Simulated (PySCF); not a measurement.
FH, SMILES `F`.

Computed with PySCF, HF/cc-pVTZ, geometry: GFN2-xTB. No frequency check shows the geometry to be a minimum.

The calculation's input:

```python
import numpy as np
from pyscf import gto, scf, dft
from pyscf.scf import atom_ks, atom_hf
from scipy.linalg import block_diag

def solve(mol, dm0=None, hcore=None):
    mf = scf.UHF(mol) if mol.spin else scf.RHF(mol)
    mf = mf.density_fit(auxbasis='def2-universal-jkfit')
    mf.conv_tol, mf.max_cycle = 1e-8, 80
    if hcore is not None:
        mf.get_hcore = lambda *args: hcore
    mf.kernel(dm0)
    if not mf.converged:
        mf = mf.newton().run(mf.mo_coeff, mf.mo_occ, max_cycle=30)
    assert mf.converged, 'SCF not converged'
    return mf

mol = gto.M(atom='''
F      0.09324     0.00000     0.00000
H     -0.83919     0.00000     0.00000
''', basis='cc-pvtz', charge=0, spin=0, verbose=4)
mf = solve(mol)
mf.analyze()
# spherically averaged free atoms, for the promolecule
atm = scf.atom_hf.get_atm_nrhf(mol)
pro = block_diag(*[(atm[a[0]][2] * atm[a[0]][3]) @ atm[a[0]][2].T for a in mol._atom])
np.savez('result.npz', e=mf.e_tot, c=mf.mo_coeff, occ=mf.mo_occ, eps=mf.mo_energy, pro=pro, dip=mf.dip_moment(verbose=0), s2=mf.spin_square()[0])
```

Run with:

```sh
OMP_NUM_THREADS=1 python input.py
```

The run took 0.86 s on 1 thread of Arm Neoverse V1 (shared host), peak memory 0.17 GiB.

Partitions, critical points and surface values were worked out afterwards from this run's density.

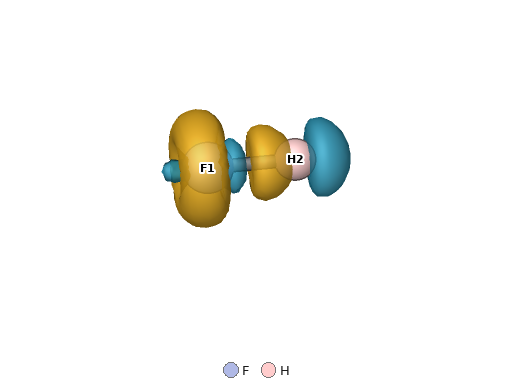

Deformation density (molecule less spherical, spin-averaged free atoms at the same positions), surfaces at ±0.15 e/Å³; yellow: gain, teal: loss.

### Describe the bonding that the map shows.

F1–H2: +0.56 e/Å³ at the bond critical point (bond length 0.93 Å, Mayer order 1.0). In all, 0.4 electrons gather in the regions of gain relative to the promolecule.
